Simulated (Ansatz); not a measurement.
# NbB8: from a guess to a relaxed structure, part 2 of 2

The task: take a trial cell of NbB8 to zero force and stress.

Ansatz 0.2.0; DFT PBE, scalar-relativistic, plane waves, PAW. Earlier steps stand in the parts before.

## Step 4: Full relaxation

The end of the coarse run is made exact in the group found at a tolerance of 0.06 Å and reduced to its primitive cell.

Input file input.yaml:

```yaml
crystal:
  lattice:
    - [-3.3870580015, 3.3870580015, 3.3870580015]
    - [3.3870580015, -3.3870580015, 3.3870580015]
    - [3.3870580015, 3.3870580015, -3.3870580015]
  atoms:
    - { symbol: Nb, position: [0.0, 0.0, 0.0] }
    - { symbol: B, position: [0.6384362666, 0.6384362666, 0.6384362666] }
    - { symbol: B, position: [0.0, 0.0, 0.3615637334] }
    - { symbol: B, position: [0.0, 0.3615637334, 0.0] }
    - { symbol: B, position: [0.3615637334, 0.0, 0.0] }
    - { symbol: B, position: [0.0, 0.0, 0.6384362666] }
    - { symbol: B, position: [0.3615637334, 0.3615637334, 0.3615637334] }
    - { symbol: B, position: [0.0, 0.6384362666, 0.0] }
    - { symbol: B, position: [0.6384362666, 0.0, 0.0] }
basis:
  ecutwfc: 420
kpoints:
  mp_grid: { grid: [8, 8, 8] }
hamiltonian:
  xc: pbe
scf:
  occupations: { method: gaussian, width: 0.1 }
output:
  forces: true
  stress: true
  eigenvalues: true
  write_density: true
  write_potential: true
  elf: true
  volumetric_format: npy
relax:
  adjacent_minimum: "off"
  f_tol: 0.01
  max_steps: 80
  cell: { stress_tol: 0.05 }
```

The run is started by

```bash
ansatz run input.yaml --threads 1 --pin off --max-ram 2048MiB --backend cpu --events-out ev --progress --plain --runs-dir out
```

Standard output (excerpt; [...] marks lines left out):

```text
Warning: RAYON_NUM_THREADS=1 ignored (pool sized by the plan → 1); use --threads N
[...]
Pseudopotentials: kind: paw
Pseudopotential: Nb, paw, valence charge 13, recommended cutoff 420 eV (normal), Nb.paw.azcp
Pseudopotential: B, paw, valence charge 3, recommended cutoff 420 eV (normal), B.paw.azcp
Functional definition: PBE
[...]
Crystal: 9 atoms, lattice volume = 155.428 Å³
Basis set: ecut = 420 eV, 3055 PW (Γ), exchange–correlation on 80×80×80 points (8 copies of the dense FFT grid, shifted against one another)
Bands: 28, of which v1, the nominal top of the filled ones, is band 19 counted from 1 (18 counted from 0)
Symmetry: 48 space group operations
Space group: Im-3m (ITA 229), of the structure as read, at distance tolerance 5.4e-5 Å
k-points: 29 of 512
[...]
SCF iter   1: F=—  HF=-5786.989432 eV  |F-HF|=—  |Δ(HF+E_count)|=         —  Δρ=4.05e-3  dr2=1.92e-2  ethr=1.77e-3  ⟨swp⟩=6.3  Hψ=3812  notcnv=0  defer=7
[...]
--- Relaxed structure (2 steps of the walk, 2 accepted, 1 SCFs on fresh bases) ---
  F+E_penalty+E_count = -5786.99346191 eV   max|allowed force component| = 2.606e-3 eV/Å   (the final SCF, on the basis selected at the relaxed cell)
  cell:  # Å, volume = 155.5088 Å³
    - [-3.387648048620063, 3.387648048620063, 3.387648048620063]
    - [3.387648048620063, -3.387648048620063, 3.387648048620063]
    - [3.387648048620063, 3.387648048620063, -3.387648048620063]
  atoms:
    - { symbol: Nb, position: [1.7679435036367204e-35, 3.1120974161209924e-21, -4.445853451601579e-22] }
    - { symbol: B, position: [0.6383813207602103, 0.6383813207602103, 0.6383813207602103] }
    - { symbol: B, position: [0.0, 0.0, 0.36161867923978963] }
    - { symbol: B, position: [0.0, 0.36161867923978963, 0.0] }
    - { symbol: B, position: [0.36161867923978963, 0.0, 0.0] }
    - { symbol: B, position: [0.0, 0.0, 0.6383813207602103] }
    - { symbol: B, position: [0.36161867923978963, 0.36161867923978963, 0.36161867923978963] }
    - { symbol: B, position: [0.0, 0.6383813207602103, 0.0] }
    - { symbol: B, position: [0.6383813207602103, 0.0, 0.0] }
```

It took 12 s on 1 thread of Intel Xeon 6975P-C (Granite Rapids), shared host; peak memory 0.48 GiB.

Step by step:

```
step  E - E(step 1) (eV/cell)  largest force component (eV/Å)  pressure (GPa)  volume (Å³)
   1                   0.0000                          0.0124            0.04       155.43
   2                   0.0000                          0.0026           -0.01       155.51
   3                  -0.0001                          0.0026           -0.01       155.51
```

Step 1 is the start. Step 3 repeats the geometry before it on a plane-wave basis chosen anew for that cell, so its energy need not be comparable with the rows above.

Lengths and angles in the start's conventional setting:

|  | before | after | change |
| --- | --- | --- | --- |
| a (Å) | 6.774 | 6.775 | 0.0 % |
| b (Å) | 6.774 | 6.775 | 0.0 % |
| c (Å) | 6.774 | 6.775 | 0.0 % |
| volume (Å³/atom) | 17.27 | 17.28 | +0.1 % |
| shortest distance (Å) | 1.624 | 1.624 | 0.0 % |
| space group (0.01 Å) | Im-3m | Im-3m | same |

The run keeps the 48 symmetry operations of the start, so it could not have lowered the symmetry.

Axes a, b and c in the maps are those of this run's conventional cell (a, b, c = 6.775, 6.775, 6.775 Å).

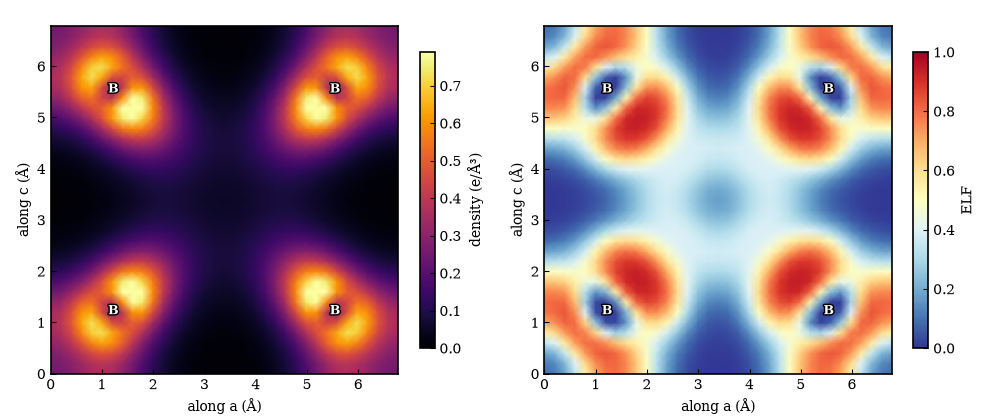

Density (left) and ELF (right) in a lattice plane of the grid's cell (edges 6.78 and 6.78 Å, at 0.181 of the third edge), which holds B. Only atoms in the plane are labelled; the density scale stops at 0.79 e/Å³. Both are smooth fields of the valence electrons: close to the nuclei they are not physical.

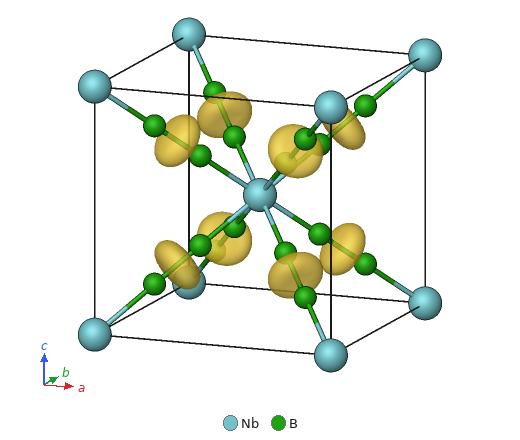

Surface of ELF = 0.85, drawn in one cell.

Outside the cores ELF peaks at 0.98 on the B–B line, 0.8 Å from B.

## Step 5: Variant: xc rpbe, ecutwfc left out

Changes to input.yaml since step 4:

```diff
@@ -15,4 +15,2 @@
     - { symbol: B, position: [0.6384362666, 0.0, 0.0] }
-basis:
-  ecutwfc: 420
 kpoints:
@@ -20,3 +18,3 @@
 hamiltonian:
-  xc: pbe
+  xc: rpbe
 scf:
@@ -25,8 +23,4 @@
   forces: true
+  eigenvalues: true
   stress: true
-  eigenvalues: true
-  write_density: true
-  write_potential: true
-  elf: true
-  volumetric_format: npy
 relax:
```

The run is started by

```bash
ansatz run input.yaml --threads 1 --pin off --max-ram 2048MiB --backend cpu --events-out ev --progress --plain --runs-dir out
```

Standard output (excerpt; [...] marks lines left out):

```text
Warning: RAYON_NUM_THREADS=1 ignored (pool sized by the plan → 1); use --threads N
[...]
Pseudopotentials: kind: paw
Pseudopotential: Nb, paw, valence charge 13, recommended cutoff 420 eV (normal), Nb.paw.azcp
Pseudopotential: B, paw, valence charge 3, recommended cutoff 420 eV (normal), B.paw.azcp
Functional definition: RPBE
[...]
Crystal: 9 atoms, lattice volume = 155.428 Å³
Basis set: ecut = 420 eV, 3055 PW (Γ), exchange–correlation on 80×80×80 points (8 copies of the dense FFT grid, shifted against one another)
Bands: 28, of which v1, the nominal top of the filled ones, is band 19 counted from 1 (18 counted from 0)
Symmetry: 48 space group operations
Space group: Im-3m (ITA 229), of the structure as read, at distance tolerance 5.4e-5 Å
k-points: 29 of 512
[...]
SCF iter   1: F=—  HF=-5803.411064 eV  |F-HF|=—  |Δ(HF+E_count)|=         —  Δρ=4.27e-3  dr2=2.19e-2  ethr=1.77e-3  ⟨swp⟩=6.2  Hψ=3807  notcnv=0  defer=7
[...]
--- Relaxed structure (3 steps of the walk, 3 accepted, 1 SCFs on fresh bases) ---
  F+E_penalty+E_count = -5803.43151777 eV   max|allowed force component| = 3.119e-3 eV/Å   (the final SCF, on the basis selected at the relaxed cell)
  cell:  # Å, volume = 158.2605 Å³
    - [-3.407513223326397, 3.407513223326397, 3.407513223326397]
    - [3.407513223326397, -3.407513223326397, 3.407513223326397]
    - [3.407513223326397, 3.407513223326397, -3.407513223326397]
  atoms:
    - { symbol: Nb, position: [-1.600507242576528e-20, -1.4226731045124587e-20, -1.600507242576519e-20] }
    - { symbol: B, position: [0.6384279391470572, 0.6384279391470572, 0.6384279391470572] }
    - { symbol: B, position: [0.0, 0.0, 0.36157206085294297] }
    - { symbol: B, position: [0.0, 0.36157206085294297, 0.0] }
    - { symbol: B, position: [0.36157206085294297, 0.0, 0.0] }
    - { symbol: B, position: [0.0, 0.0, 0.6384279391470572] }
    - { symbol: B, position: [0.36157206085294297, 0.36157206085294297, 0.36157206085294297] }
    - { symbol: B, position: [0.0, 0.6384279391470572, 0.0] }
    - { symbol: B, position: [0.6384279391470572, 0.0, 0.0] }
```

Wall time 16 s (1 thread of Intel Xeon 6975P-C (Granite Rapids), shared host); peak memory 0.48 GiB.

```tsv
run	ending	energy change	pressure (GPa)	gap (eV)	force (eV/Å)	cycles	time
step 4	converged	-	0.0	0.00	0.00	-	12 s
variant	converged	not comparable	0.0	0.00	0.01	-	16 s
```

After a change of functional the difference of the totals has no physical meaning; the final volume goes from 155.51 to 158.26 Å³.

## Step 6: Results

The summary covers parts 1 to 2. Changes of volume or cell count from the first structure of part 1.

| quantity | value |
| --- | --- |
| symmetry at the end (tolerance 0.05 Å) | space group Im-3m (No. 229) |
| conventional cell | a = 6.775 Å, b = 6.775 Å, c = 6.775 Å, α = 90.00°, β = 90.00°, γ = 90.00° |
| volume | 17.28 Å³/atom |
| energy over the elements | +1.40 eV/atom |
| gap on the mesh | none (metal) |

What this shows: The space group Im-3m (No. 229) is kept, and the volume per atom grows by 142.3 % from the first guess. With a positive formation energy it can't be a ground state. No finished test with a distortion of lower symmetry is shown, so the end may be a saddle point.
